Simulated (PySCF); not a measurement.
Coordinates of GeCl₄, singlet (Å):

```xyz
5

Ge     0.0000     0.0000     0.0000
Cl    -1.2357    -1.2357    -1.2357
Cl    -1.2357     1.2357     1.2357
Cl     1.2357    -1.2357     1.2357
Cl     1.2357     1.2357    -1.2357
```

Unscaled harmonic wavenumbers and double-harmonic intensities, PBE/def2-TZVP in PySCF 2.14.0, isolated molecule. The structure is the lowest point that the starts tried gave, with the shape that electron-pair counting expects. Degenerate modes count as one line, with their intensities summed. Lorentzian lines of 5 cm⁻¹ full width. Close modes add up in the curve.

**Predict the infrared spectrum.**

The most intense lines (point group Td) lie at 436.9 cm⁻¹ (242.3 km/mol, t2) and 160.7 cm⁻¹ (21.3 km/mol, t2). It has no imaginary mode, so it is a minimum.

| cm⁻¹ | km/mol | symmetry |
| --- | --- | --- |
| 116.9 | 0.0 | e (×2) |
| 160.7 | 21.3 | t2 (×3) |
| 374.0 | 0.0 | a1 |
| 436.9 | 242.3 | t2 (×3) |

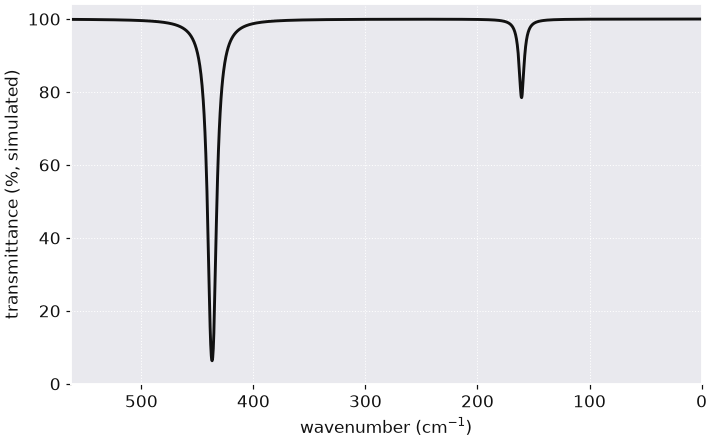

Note: no scalar relativity.
